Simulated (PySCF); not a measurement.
Si(F)2(I)(OH), SMILES F[Si](F)(O)I (HF2IOSi) at its B3LYP/def2-SVP optimised geometry (Å):

```
6

O     -0.9703    -1.9165    -1.3075
Si    -0.3862    -1.1318     0.0000
F      1.2245    -1.1318     0.0000
F     -0.8095    -1.8815     1.3612
I     -1.2245     1.1318     0.0000
H     -0.7144    -2.8382    -1.4466
```

Level of theory: B3LYP/def2-TZVP, def2 effective core potentials past Kr (PySCF). The core electrons that the potentials of I replace are not part of the density. Cells within 0.4 Å of a nucleus heavier than hydrogen are left out (blank, or x).

Map of the electrostatic potential (hartree/e), clipped to [-0.08, 0.12] on the plane z = 1.5 Å:

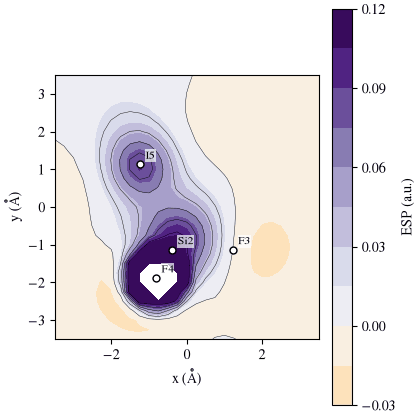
*Electrostatic potential (hartree/e), clipped to [-0.08, 0.12] on the plane z = 1.5 Å.*
